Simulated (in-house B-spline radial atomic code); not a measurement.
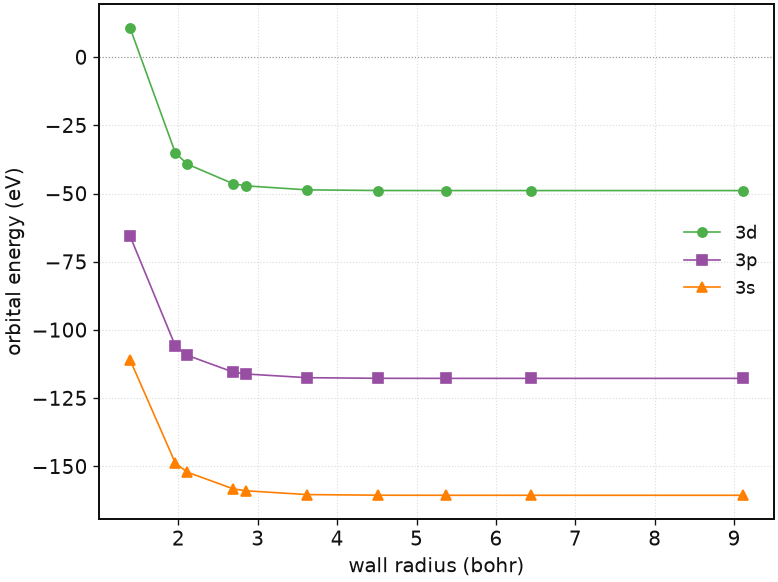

System: the copper ion Cu³⁺, configuration [Ar] 3d8. It is put inside a hard spherical wall of varying radius. Level of theory: scalar-relativistic (spin-free one-electron X2C) PBE, spherical fractional occupations, Fermi nucleus, hard spherical wall, basis-set limit. Computed with an in-house B-spline radial code. The runs are spin-unpolarised. The plot shows the outer orbital energies.

Describe the level shifts under confinement.

Answer. The levels rise as the wall closes in: 3d goes from −48.9 eV at 9.11 bohr to 10.8 eV at 1.39 bohr and passes zero between 1.96 and 1.39 bohr. No two of the levels drawn cross. The fastest to rise is 3d (by 59.7 eV), the slowest 3s (by 49.7 eV): the wall presses hardest on the most extended orbitals.
